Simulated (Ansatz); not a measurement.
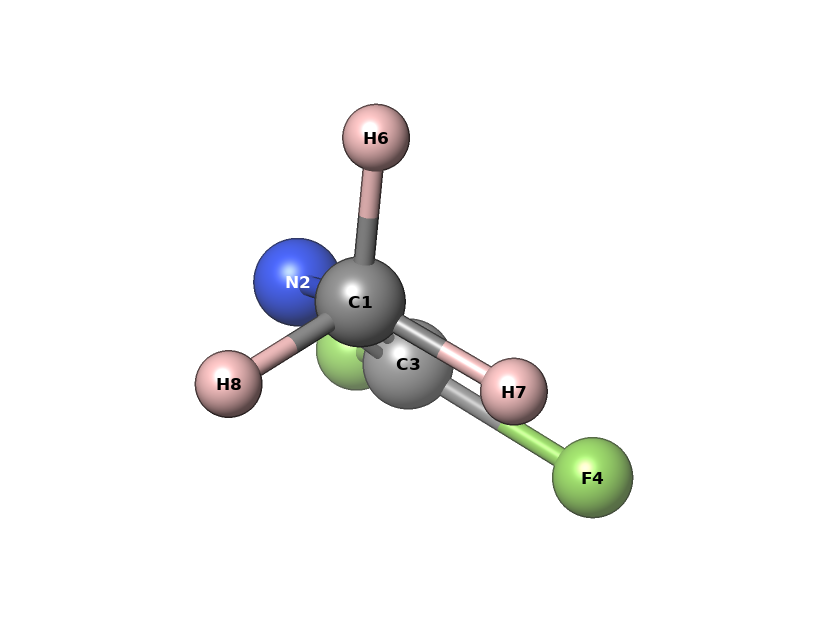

N2 lies behind C1. The molecule seen a little off the C1–N2 bond, C1 in front. Depth is shown by fading: the farther an atom, the more it takes the colour of the background. Computed geometry: PBE-D4/def2-SVP optimisation. No frequency run is at hand to confirm it as a minimum.

**What is the torsion angle H6–C1–N2–C3? The sign is positive where the front bond must turn clockwise to cover the back bond.**

123°, anticlinal.
